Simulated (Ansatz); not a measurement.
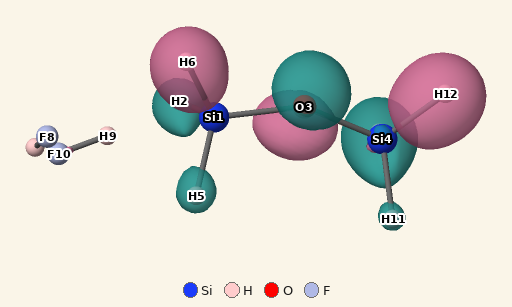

Figure 1: H6OSi2···HF···HF. The HOMO−1 at ±0.15 Å⁻³ᐟ² (teal and pink are the two phases), seen from one side.

The reactant side of a reaction path; geometry: PBE0-D4/def2-TZVP.

The calculation used Ansatz, RKS PBE0-D4/def2-TZVPP.

```xyz
13

Si   -0.2136    0.3318    0.6266
H    -0.1363   -1.1520    0.3858
O    -1.0704    0.9630   -0.6092
Si   -1.1186    1.3273   -2.2043
H     1.1612    0.8791    0.6363
H    -0.9469    0.5707    1.8830
H     1.6748   -1.5560    2.5196
F     1.3607   -0.7886    2.9473
H     1.0139   -2.2169    0.6987
F     1.6874   -2.6692    1.1669
H     0.0661    2.1435   -2.5762
H    -2.3606    2.0911   -2.4677
H    -1.1178    0.0761   -3.0067
```

> Describe this orbital and give its energy.

It lies mainly on O3 (about 30 %), Si4 (about 20 %), H12 (about 15 %), Si1 (about 10 %), H13 (about 10 %) and H6 (about 10 %). Its energy is −9.11 eV.
